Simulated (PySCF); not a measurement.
# C$_{6}$H$_{7}$Al (SMILES [AlH2][c]1ccccc1): what the fields show

| atom | x (Å) | y (Å) | z (Å) |
| --- | --- | --- | --- |
| Al | 2.7164 | -0.1237 | -0.0048 |
| C | 0.7703 | -0.0356 | -0.0019 |
| C | -0.0149 | -1.2010 | 0.0899 |
| C | -1.4075 | -1.1421 | 0.0913 |
| C | -2.0499 | 0.0929 | 0.0007 |
| C | -1.2980 | 1.2643 | -0.0914 |
| C | 0.0943 | 1.1966 | -0.0924 |
| H | 3.5530 | 1.2263 | -0.1123 |
| H | 3.4350 | -1.5404 | 0.0997 |
| H | 0.4715 | -2.1796 | 0.1615 |
| H | -1.9961 | -2.0604 | 0.1628 |
| H | -3.1419 | 0.1426 | 0.0015 |
| H | -1.8009 | 2.2323 | -0.1621 |
| H | 0.6671 | 2.1272 | -0.1648 |

Geometry: PBE0-D3(BJ)/def2-SVP.

The calculation used PBE0/pcSseg-1, SCF density, gas phase, non-relativistic in PySCF 2.14.0.

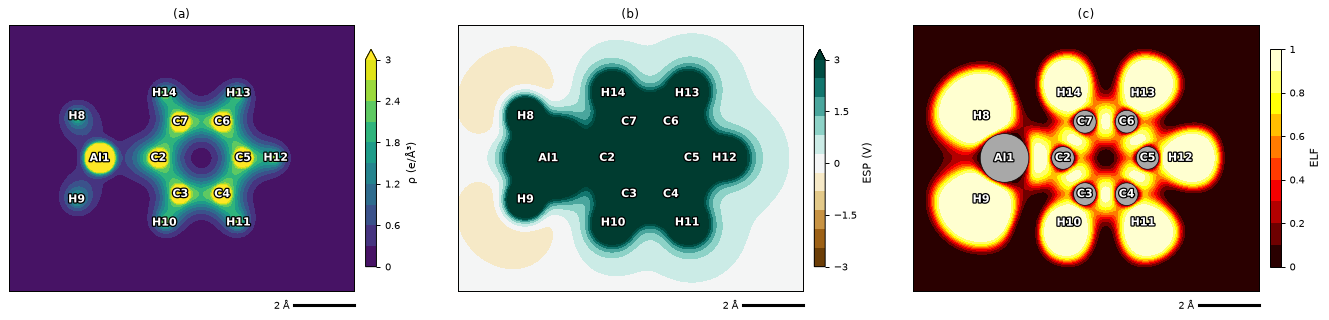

Figure 1. (a) electron density; (b) electrostatic potential; (c) electron localisation function on the molecular plane. Grey discs cover the atomic cores in the ELF map.

What does the map show?

- The plane passes through Al, C and H nuclei.
- C–C (1.39 Å): ρ at the midpoint is about 2.1 e/Å³; the ELF peaks at about 0.95 between the atoms: a covalent bond.
- C–Al (1.95 Å): the density is about 0.73 e/Å³ at the midpoint; the ELF peaks at about 0.95 between the atoms: a shared but strongly polarised pair.
- C–H (1.09 Å): ρ at the midpoint is about 2 e/Å³; the ELF climbs to about 1 towards the hydrogen, as it does in any bond to H: a covalent bond by its length.
- Al–H (1.59 Å): ρ is about 0.54 e/Å³ halfway; the ELF climbs to about 1 towards the hydrogen.
- Outside the dense part of the molecule the potential is most negative (−0.6 V) near H8 and H9.

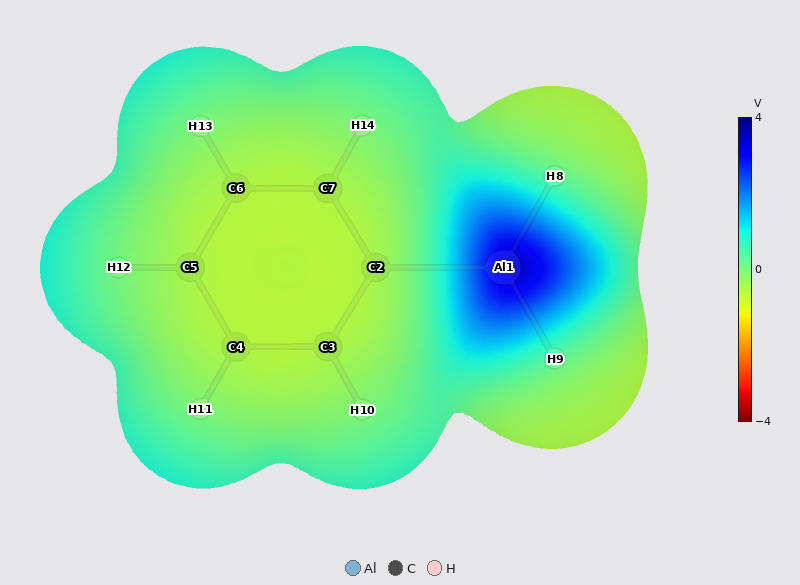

Figure 2. The molecular electrostatic potential painted on the density surface at 0.002 e/bohr³, seen across its widest extent; red is negative and blue positive.

Where is the surface potential most negative and most positive?

The most negative region (about −0.7 V) lies over the π face of the C atoms, the most positive (about +3.2 V) over Al1.

How polar is the molecule by this calculation?

Its dipole moment is 1.05 D.
